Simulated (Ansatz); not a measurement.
In doubt: masses and optical values from hybrid runs of this build are listed as unsure (in some of the runs), which bears on the screening that GW takes from such a start.

The crystal is Bi2Te2Pb2S3 (P-3m1).

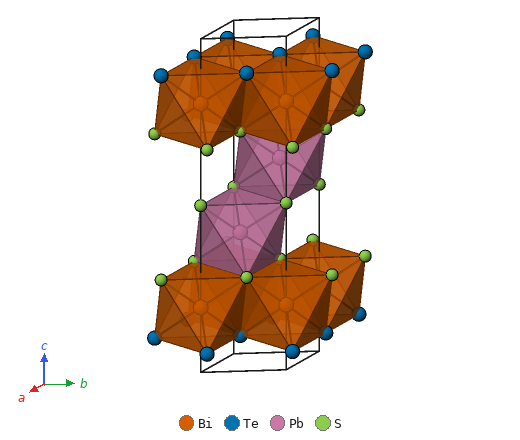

The structure (bismuth orange, tellurium blue, lead pink, sulfur green). Some periodic images of atoms are drawn too.

It takes space group P-3m1 (No. 164, trigonal). Conventional cell: a = 4.258 Å, b = 4.258 Å, c = 16.943 Å, α = 90.00°, β = 90.00°, γ = 120.00°. Nearest to Bi lie 3 S at 3.02 Å and 3 Te at 3.04 Å. Nearest to Te lie 3 Bi at 3.04 Å. Nearest to Pb lie 6 S at 2.99 to 3.00 Å. Nearest to S lie 3 Pb at 2.99 Å and 3 Bi at 3.02 Å. S has 6 Pb at 3.00 Å nearest. Farther neighbours and most contacts between anions are not listed.

```yaml
crystal:
  lattice:
    - [4.25788, 0.00000, 0.00000]
    - [-2.12894, 3.68743, 0.00000]
    - [0.00000, 0.00000, 16.94310]
  atoms:
    - { symbol: Bi, position: [0.00000, 0.00000, 0.19477] }
    - { symbol: Bi, position: [0.00000, 0.00000, 0.80523] }
    - { symbol: Te, position: [0.33333, 0.66667, 0.91060] }
    - { symbol: Te, position: [0.66667, 0.33333, 0.08940] }
    - { symbol: Pb, position: [0.33333, 0.66667, 0.60123] }
    - { symbol: Pb, position: [0.66667, 0.33333, 0.39877] }
    - { symbol: S, position: [0.33333, 0.66667, 0.29817] }
    - { symbol: S, position: [0.66667, 0.33333, 0.70183] }
    - { symbol: S, position: [0.00000, 0.00000, 0.50000] }
```

The cell and positions come from the Crystallography Open Database and are kept as given unless a step says otherwise. Spin-orbit coupling is left out unless a run names it. PAW set soft_2, made with PBE.

Gaps computed with Ansatz 0.2.0 without a self-energy: HSE06 0.79 eV, r2SCAN 0.63 eV and PBE0 1.33 eV.

What gap should G0W0 on HSE06 give (6×6×2 mesh, 369 empty bands, screening to 72 eV, default PAW files)?

About 0.74 eV: on its mesh the run moves the gap from 0.79 eV by −0.05 eV. Among the scalar-relativistic levels given, HSE06 is nearest (+0.05 eV). Bands and cutoff are finite, so the gap is not at the basis limit. The miss can reach some tenths of an eV and take either sign; the mesh is an error of its own. Where an edge is built on 6p states of lead, bismuth or thallium, scalar-relativistic gaps usually stand too wide, by a few tenths to over one eV. The many-body steps are scalar-relativistic: spin-orbit coupling is not in them.

[Paths, hosts, dates, memory and timing lines, banners, echoed tables and standing remarks are left out of the program output.]

[Logs are printed without paths, hosts, clocks, repeated set-up lines and the standing remarks that a program may print on its own settings, such as how far it seeks lower states.]

[Runs of the session that timed out or met a known fault of the program may be left out.]

[Cells called generated may have been cut or substituted from an entry of the Crystallography Open Database or the Materials Project.]

[Hosts, paths, dates, database ids (printed as entryN), source tags and the programs' standing remarks are cut or masked in the printed files.]
